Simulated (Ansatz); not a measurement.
Band structure of Fe3Ge (Fm-3m, 4 atoms in the cell).

```
Fe3Ge
1.0
    0.00000     2.81347     2.81347
    2.81347     0.00000     2.81347
    2.81347     2.81347     0.00000
Fe Ge
3 1
Direct
  0.50000   0.50000   0.50000
  0.25000   0.25000   0.25000
  0.75000   0.75000   0.75000
  0.00000   0.00000   0.00000
```
Moments meant for the start (each program seeds them in its own way; μB, in the order of the atoms Fe Fe Fe Ge): 4.0 4.0 4.0 0.0.

Computed with PBEsol, PAW files made with PBE (plane waves; Ansatz, a program for electronic structure).

Settings: kpoints.mp_grid.grid = 9 9 9; hamiltonian.xc = pbesol; hamiltonian.pseudopotentials = {kind: paw} (an earlier, softer set of the program's PAW files); magnetization.spin_polarized = true; scf.occupations.method = fermi_dirac; scf.occupations.width = 0.136 eV; kpoints.band_path.npoints = 8.

The starting cell comes from a database of computed structures (which also holds hypothetical and non-ambient phases and stackings), without a prior relaxation at this level. Its lattice was rescaled by a random factor within 2.5 % of one. The magnetic order is the one reached from the typed start; others were not searched systematically.

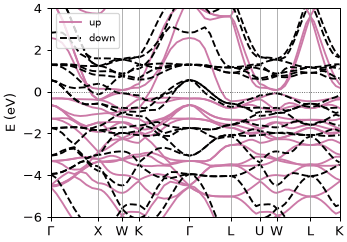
Figure: Bands along the path, energies from the Fermi level.

Levels in eV from the Fermi level, bands 31 to 38 of the first spin channel:
```csv
point,31,32,33,34,35,36,37,38
Γ,-0.63,-0.33,-0.33,2.58,4.19,4.19,4.19,5.92
X,-1.06,-0.80,-0.40,-0.40,-0.37,0.14,3.74,5.16
W,-1.20,-0.88,-0.88,-0.07,0.08,0.08,6.12,7.05
K,-1.30,-0.78,-0.37,-0.29,0.19,0.36,4.15,7.30
L,-1.34,-0.79,-0.79,-0.46,3.60,3.60,3.62,4.88
U,-1.30,-0.78,-0.37,-0.29,0.19,0.36,4.15,7.30
```

Bands cross the Fermi level along this path, so the cell is metallic at this level.

The net moment of the cell came out as 5.00 μB.

Keys are those of Ansatz 0.2.
